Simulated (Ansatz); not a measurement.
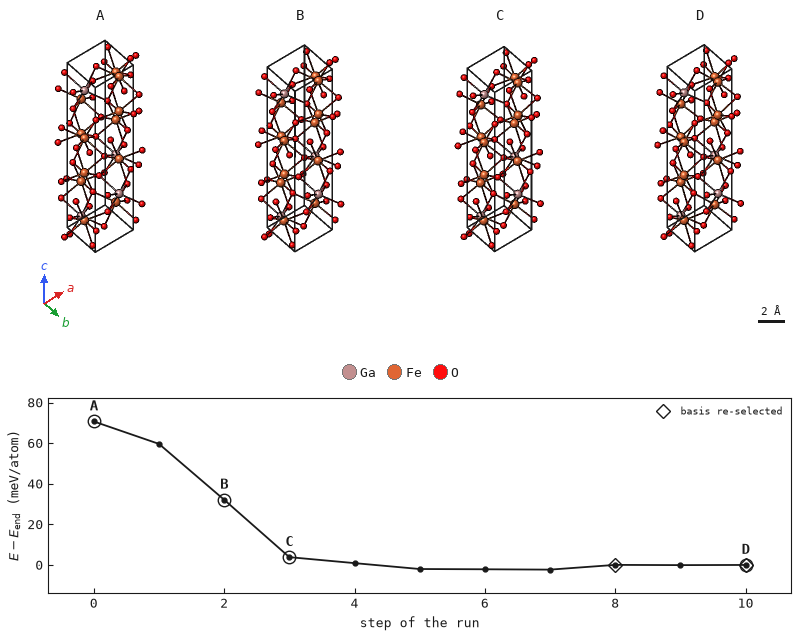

Frames of a relaxation of crystalline GaFe$_{3}$O$_{6}$ (a generated structure, set up in P1) (coarse preliminary run), marked on the history of the run. The picture is a ball-and-stick view of the conventional cell (3 times the calculation's cell), seen from a free direction. Lengths and directions refer to the drawn axes.

Computed with DFT PBE, scalar-relativistic, plane waves, PAW (Ansatz 0.2.0).

Input
```yaml
crystal:
  lattice:
    - [5.13756005, 0.0, 0.0]
    - [-2.56878002, 4.44992304, 0.0]
    - [0.0, -2.96514346, 4.67672883]
  atoms:
    - { symbol: Ga, position: [0.14472997, 0.78946, 0.43418998] }
    - { symbol: Fe, position: [0.35526997, 0.21054, 0.06581002], spin: 4.0 }
    - { symbol: Fe, position: [0.85527003, 0.21054, 0.56581002], spin: 4.0 }
    - { symbol: Fe, position: [0.64473003, 0.78946, 0.93418998], spin: 4.0 }
    - { symbol: O, position: [0.55899999, 0.0, 0.75] }
    - { symbol: O, position: [0.44100001, 0.0, 0.25] }
    - { symbol: O, position: [0.24299997, 0.29800001, 0.748] }
    - { symbol: O, position: [0.94499996, 0.70199999, 0.752] }
    - { symbol: O, position: [0.75700003, 0.70199999, 0.252] }
    - { symbol: O, position: [0.05500004, 0.29800001, 0.248] }
basis:
  ecutwfc: 420
kpoints:
  mp_grid: { grid: [4, 4, 4] }
hamiltonian:
  xc: pbe
scf:
  occupations: { method: gaussian, width: 0.1 }
  lower_state_search: "off"
output:
  forces: true
  stress: true
  eigenvalues: true
  populations: true
magnetization:
  spin_polarized: true
relax:
  adjacent_minimum: "off"
  f_tol: 0.04
  max_steps: 70
  cell: { stress_tol: 0.4 }
```

Launched with:
```bash
ansatz run input.yaml --threads 4 --pin off --max-ram 8192MiB --backend cpu --events-out ev --progress --plain --runs-dir out
```

Question: Describe the path.

Answer: After 8 accepted moves (10 points after the start) the energy has fallen by 70.7 meV per atom. Largest force component: 0.69 eV/Å at the start, 0.011 eV/Å at the end. The pressure goes from −5.03 to −0.01 GPa. At 2 points the geometry stayed and the basis and grid were re-selected for the new cell (energy shift of 2.3 meV per atom at most each time). The largest move relative to the cell is that of Fe3, 0.16 Å along −c. Largest moves by element: Fe 0.16 Å, O 0.15 Å, Ga 0.07 Å. The drawn cell changes as follows: a 5.138 → 5.026 Å (−2.2 %), b 5.138 → 5.025 Å (−2.2 %), c 14.030 → 13.703 Å (−2.3 %); the volume changes by −6.6 %. Some distances before and after: Fe3–O6 2.168 → 1.937 Å, Fe3–O10 2.150 → 1.937 Å, Fe3–O9 2.138 → 1.937 Å, Fe3–O8 2.018 → 1.911 Å. Bond angles that change, for instance: O5–Fe3–O10 162.0° → 171.6°, O9–Fe3–O10 76.8° → 85.6°, Ga1–O8–Fe4 133.0° → 125.2°. The space group (tolerance 0.01 Å) goes from P1 (No. 1) to R3 (No. 146). The run may lie on a higher electronic state than the lowest, so the end point isn't shown to be the ground-state structure. From step 0 to 2: O8 moves most (0.08 Å), volume −5.6 %, energy −38.6 meV per atom. From step 2 to 3: O8 moves most (0.08 Å), volume −2.7 %, energy −28.3 meV per atom. From step 3 to 10: Fe4 moves most (0.07 Å), volume +1.7 %, energy −3.8 meV per atom.
